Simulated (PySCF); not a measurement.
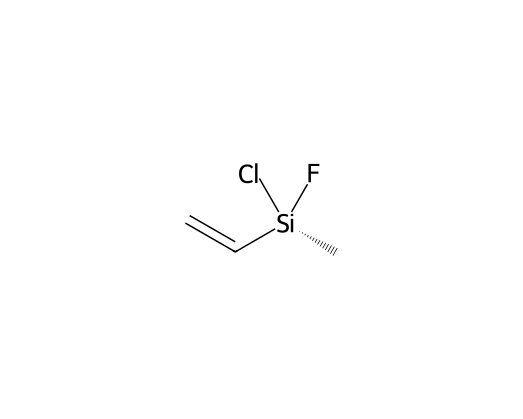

Give its SMILES.

C=C[Si@](C)(F)Cl

Give the formula, hydrogens included.

C3H6ClFSi.

An optimisation with PBE0-D3(BJ)/def2-SVP gave a structure of which point group?

C1.

The parts below concern this one geometry. Atoms keep their numbers from picture to picture. Computed geometry: PBE0-D3(BJ)/def2-SVP optimisation. No frequency run is at hand to confirm it as a minimum.

### Geometry

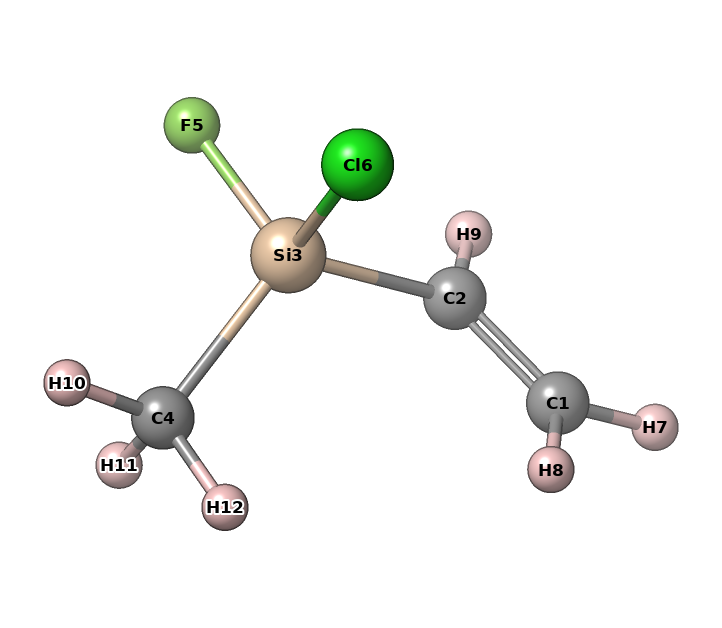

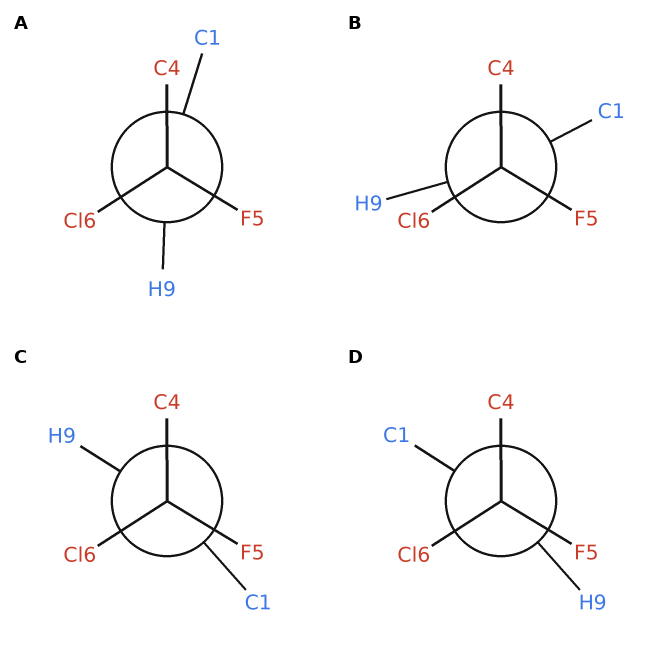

Depth is shown by fading: the farther an atom, the more it takes the colour of the background. Bonds that would overlap in a projection are set slightly apart. No frequency run is at hand to confirm it as a minimum.

Which Newman projection shows the view along Si3–C2, with Si3 in front?

D. The torsion angle Cl6–Si3–C2–C1 is 66°, synclinal (gauche).

### NMR shielding

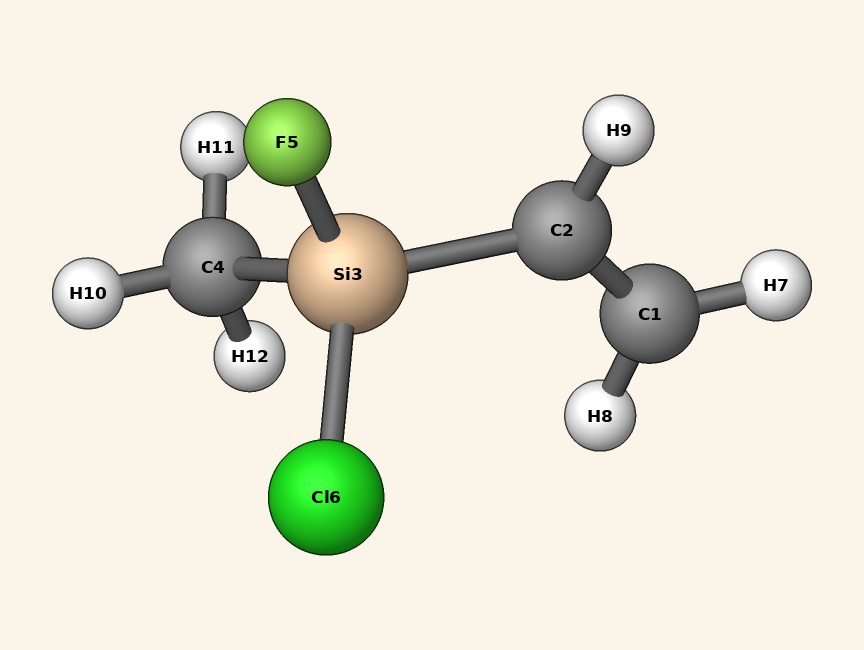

No frequency run is at hand to confirm it as a minimum. Method: GIAO PBE0/STO-3G NMR shielding, non-relativistic, gas phase (PySCF 2.14.0). Principal shieldings σ11 ≤ σ22 ≤ σ33, span Ω = σ33 − σ11, skew κ = 3(σiso − σ22)/Ω.

Give the shielding tensors of the Si atoms.

```csv
atom,σ11,σ22,σ33,σiso,Ω,κ
Si3,451.0,493.3,565.6,503.3,114.7,0.26
```

Shieldings and span in ppm.

### Dipole moment

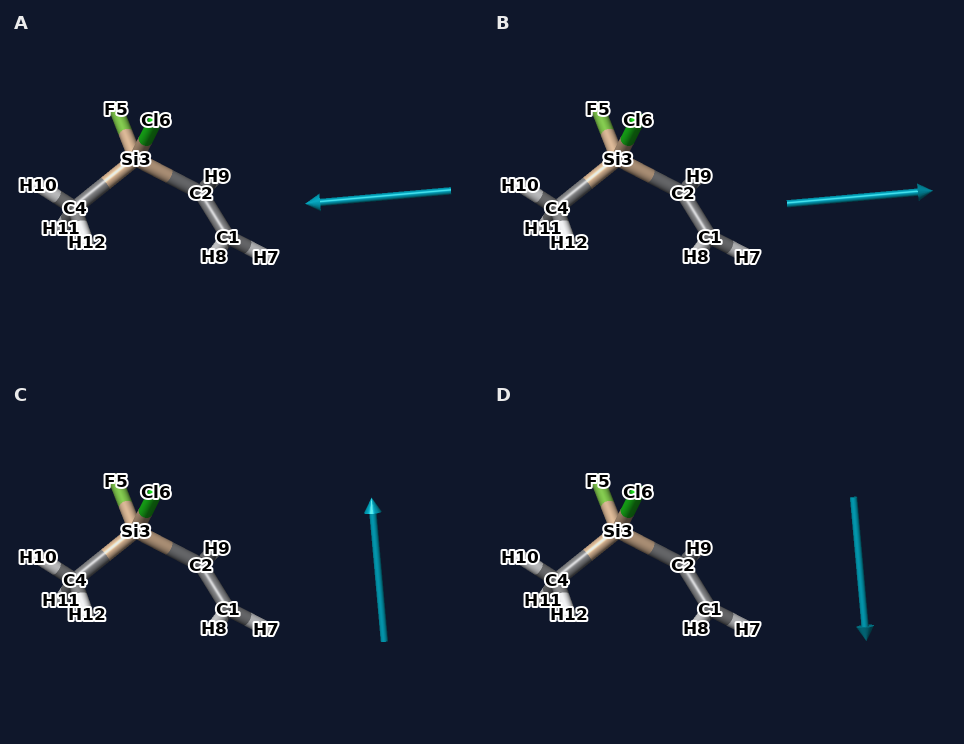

The same molecule four times, each with an arrow. No frequency run is at hand to confirm it as a minimum. Properties computed with BHandHLYP/pcSseg-1, gas phase (PySCF 2.14.0).

Which arrow points along the dipole moment, from the negative to the positive end?

D. The dipole moment is 2.94 D; it points from the side of F5, Cl6 to the side of H7 (the outermost atoms at the two ends).

### Core levels

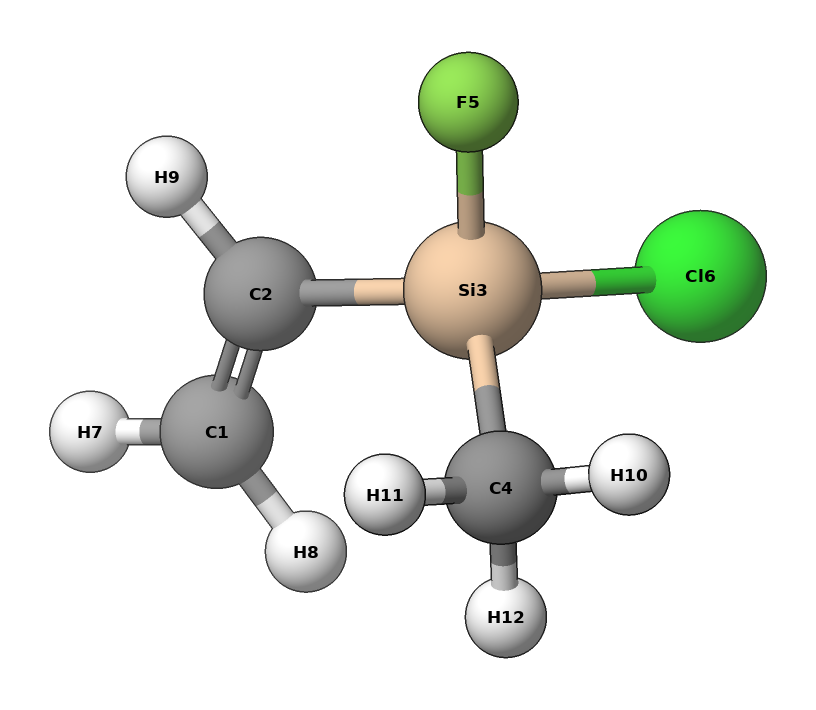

No frequency run is at hand to confirm it as a minimum. Properties computed with delta-SCF UKS HF, pcX-2 on the ionised atom, pcseg-1 elsewhere, spin-free X2C (PySCF 2.14.0).

Give the core-electron binding energies (to vacuum; p and d levels without spin–orbit splitting) of C1 1s, C2 1s, Si3 1s, Si3 2p, C4 1s, F5 1s, Cl6 1s, Cl6 2p.

| atom | level | binding energy (eV) |
| --- | --- | --- |
| C1 | 1s | 290.9 |
| C2 | 1s | 290.2 |
| Si3 | 1s | 1849.6 |
| Si3 | 2p | 108.3 |
| C4 | 1s | 290.6 |
| F5 | 1s | 691.6 |
| Cl6 | 1s | 2829.5 |
| Cl6 | 2p | 206.0 |
